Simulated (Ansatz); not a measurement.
C₄H₁₀F₃GeN

The calculation's input:

```
crystal:
  periodic: [false, false, false]
  atoms:
    - {symbol: C, position_ang: [-0.682674, -2.190870, -0.573327]}
    - {symbol: C, position_ang: [-0.656593, -1.301365, 0.658123]}
    - {symbol: N, position_ang: [-0.039183, 0.004010, 0.459044]}
    - {symbol: C, position_ang: [-0.787242, 0.947792, -0.356701]}
    - {symbol: C, position_ang: [-0.172639, 2.330926, -0.364030]}
    - {symbol: Ge, position_ang: [1.726447, 0.159844, 0.645121]}
    - {symbol: F, position_ang: [2.223399, 1.468257, 1.628059]}
    - {symbol: F, position_ang: [2.340620, -1.251407, 1.392766]}
    - {symbol: F, position_ang: [2.631711, 0.379016, -0.797208]}
    - {symbol: H, position_ang: [0.331732, -2.414672, -0.913620]}
    - {symbol: H, position_ang: [-1.176581, -3.138300, -0.344951]}
    - {symbol: H, position_ang: [-1.224004, -1.725633, -1.399527]}
    - {symbol: H, position_ang: [-1.678501, -1.121931, 1.013515]}
    - {symbol: H, position_ang: [-0.133594, -1.813252, 1.468672]}
    - {symbol: H, position_ang: [-1.800817, 1.000373, 0.059888]}
    - {symbol: H, position_ang: [-0.888115, 0.589690, -1.389728]}
    - {symbol: H, position_ang: [-0.084149, 2.731969, 0.647301]}
    - {symbol: H, position_ang: [0.820361, 2.330835, -0.825827]}
    - {symbol: H, position_ang: [-0.792077, 3.010617, -0.951268]}
basis:
  gaussian: {orbitals: def2-TZVPP}
hamiltonian: {xc: pbe0, dispersion: d4}
output: {orbitals: {seedname: orbitals}}
```

Launched as:

```sh
ansatz run in.yaml --threads 4 --pin off --events-out ev --progress --plain --max-ram 46080MiB --backend cuda --devices 0, --max-vram 37GiB
```

Geometry: PBE0-D4/def2-TZVP.

Computed with Ansatz, RKS PBE0-D4/def2-TZVPP.

Q: Predict the electron density and electron localisation function between the atoms.

A: C–N (1.45 Å): ρ at the midpoint is about 1.9 e/Å³; the ELF peaks at about 0.90 between the atoms (a covalent bond).
C–C (1.51 Å): ρ is about 1.7 e/Å³ halfway; the ELF peaks at about 0.95 between the atoms: localised, covalent bonding.
C–H (1.09 Å): ρ at the midpoint is about 2 e/Å³; the ELF climbs to about 1 towards the hydrogen, as it does in any bond to H (a covalent bond by its length).

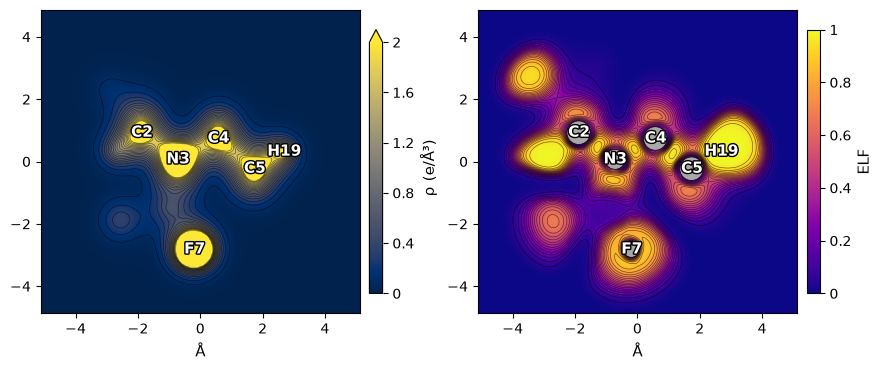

Computed electron density and electron localisation function on the plane of atoms N3, C4 and C5, in this order. Grey discs cover the atomic cores in the ELF map. 
